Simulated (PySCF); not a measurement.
# doublet C2H3F+ at 5 levels

Wanted: a comparison of 5 runs (UHF/STO-3G, UHF/3-21G, UB3LYP/6-31G*, UB2PLYP/def2-TZVP, USCS-MP2/def2-TZVP) of doublet C2H3F+. 

The calculation is run with PySCF 2.14.0.

1 further run of the same task is left out (set aside as unsound or not needed).

## 1. The molecule

C2H3F+ has 6 atoms, charge +1, and is taken as a doublet. SMILES of the parent species: `C=CF`. The shape is that of a PBE0-D4/def2-TZVP optimisation. That shape belongs to the parent species and isn't relaxed for this state.

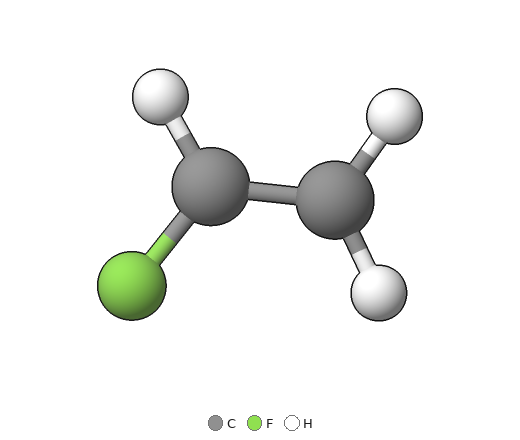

The structure, seen from a chosen angle (carbon grey, fluorine green, hydrogen white).

## 2. A single-point energy at UHF/STO-3G (run 1)

Input file job.py:

```python
from pyscf import gto, scf

mol = gto.M(
    atom='''
C     -1.013271     0.144375    -0.836771
C      0.925966    -0.030803     0.711671
F      1.825853    -2.253309     1.503277
H     -1.972685    -1.518017    -1.543150
H     -1.663337     1.991960    -1.416728
H      1.976842     1.544662     1.494206
''',
    unit='bohr',
    charge=1,
    max_memory=1860,
    spin=1,
    basis='sto-3g',
    verbose=4,
)

myscf = scf.UHF(mol)
myscf.conv_tol = 1e-10
myscf.kernel()
if not myscf.converged:
    myscf = myscf.newton().run(myscf.mo_coeff, myscf.mo_occ)

e_final = myscf.e_tot
print('E = %.10f Eh' % e_final)
```

Started as:

```bash
OMP_NUM_THREADS=1 python job.py
```

What it wrote:

```text
PySCF version 2.14.0

[... 98 lines left out ...]
converged SCF energy = -174.252929067452  <S^2> = 0.76560783  2S+1 = 2.0155474
E = -174.2529290675 Eh
```

Wall time 0.54 s (1 thread of Arm Neoverse V2, shared host); peak memory 0.1 GiB.

## 3. A single-point energy at UHF/3-21G (run 2)

Input file input.xyz:

```xyz
6
C2H3F
C     -0.536200     0.076400    -0.442800
C      0.490000    -0.016300     0.376600
F      0.966200    -1.192400     0.795500
H     -1.043900    -0.803300    -0.816600
H     -0.880200     1.054100    -0.749700
H      1.046100     0.817400     0.790700
```

Input file input.py:

```python
from pyscf import gto, scf

mol = gto.Mole()
mol.atom = 'input.xyz'
mol.verbose = 4
mol.max_memory = 1860
mol.charge = 1
mol.spin = 1
mol.basis = '3-21g'
mol.build()

hf = scf.UHF(mol)
hf.conv_tol = 1e-10
hf.kernel()
if not hf.converged:
    hf = hf.newton().run(hf.mo_coeff, hf.mo_occ)

energy = hf.e_tot
print('Final energy', energy)
```

Started as:

```bash
OMP_NUM_THREADS=1 python input.py
```

What it wrote:

```text
PySCF version 2.14.0

[... 94 lines left out ...]
converged SCF energy = -175.574335369437  <S^2> = 0.75463368  2S+1 = 2.0046283
Final energy -175.5743353694374
```

Run time: 0.56 s. Hardware: 1 thread of Arm Neoverse V2, shared host; peak memory 0.1 GiB.

Runs 3 to 4 aren't shown in full; the table further down has their settings and results.

## 4. The energy at USCS-MP2/def2-TZVP (run 5)

Input file run.py:

```python
from pyscf import gto, mp

mol = gto.M(
    atom='''
C     -1.013271     0.144375    -0.836771
C      0.925966    -0.030803     0.711671
F      1.825853    -2.253309     1.503277
H     -1.972685    -1.518017    -1.543150
H     -1.663337     1.991960    -1.416728
H      1.976842     1.544662     1.494206
''',
    verbose=3,
    charge=1,
    unit='bohr',
    max_memory=1860,
    basis='def2-tzvp',
    spin=1,
)

mf = mol.UHF()
mf.conv_tol = 1e-10
mf.kernel()
if not mf.converged:
    mf = mf.newton().run(mf.mo_coeff, mf.mo_occ)

pt = mp.MP2(mf, frozen=3).run()
etot = mf.e_tot + 1.2 * pt.e_corr_os + pt.e_corr_ss / 3
print(f'total energy: {etot:.8f} hartree')
```

Started as:

```bash
OMP_NUM_THREADS=1 python run.py
```

What it wrote:

```text
converged SCF energy = -176.624506480319  <S^2> = 0.75591367  2S+1 = 2.005905
E(UMP2) = -177.136367714882  E_corr = -0.511861234563365
E(SCS-UMP2) = -177.13137143717  E_corr = -0.506864956851107
total energy: -177.13137144 hartree
```

Wall time 5.4 s (1 thread of Arm Neoverse V2, shared host); peak memory 0.32 GiB.

## 5. Overview of the runs

```
run                                level  integration grid  frozen core orbitals  energy (Eh)  HOMO energy (eV)  LUMO energy (eV)   ⟨S²⟩  wall time
  1                           UHF/STO-3G                 –                     –  -174.252929            -19.86             -6.88  0.766     0.54 s
  2                            UHF/3-21G                 –                     –  -175.574335            -20.53             -8.43  0.755     0.56 s
  3  UB3LYP/6-31G* (spherical functions)                 5                     –  -177.442919            -16.76            -13.26  0.752       10 s
  4                    UB2PLYP/def2-TZVP                 5                     3  -177.388885            -18.47            -11.25  0.754       33 s
  5                   USCS-MP2/def2-TZVP                 –                     3  -177.131371            -20.68             -8.00  0.756      5.4 s
```

## 6. Outcome

```
                                                         quantity          value
                                              run 5: total energy  -177.13137 Eh
run 5: HOMO energy (Hartree–Fock orbitals) (highest over α and β)      -20.68 eV
 run 5: LUMO energy (Hartree–Fock orbitals) (lowest over α and β)       -8.00 eV
               run 5: correlation energy (3 core orbitals frozen)     -506.9 mEh
                         run 5: ⟨S²⟩ of the reference determinant          0.756
```

**Reading.** Totals of different functionals can't be ranked against each other. In run 1 the basis is minimal, so the values are rough. All runs together took 50 s, the longest 33 s.
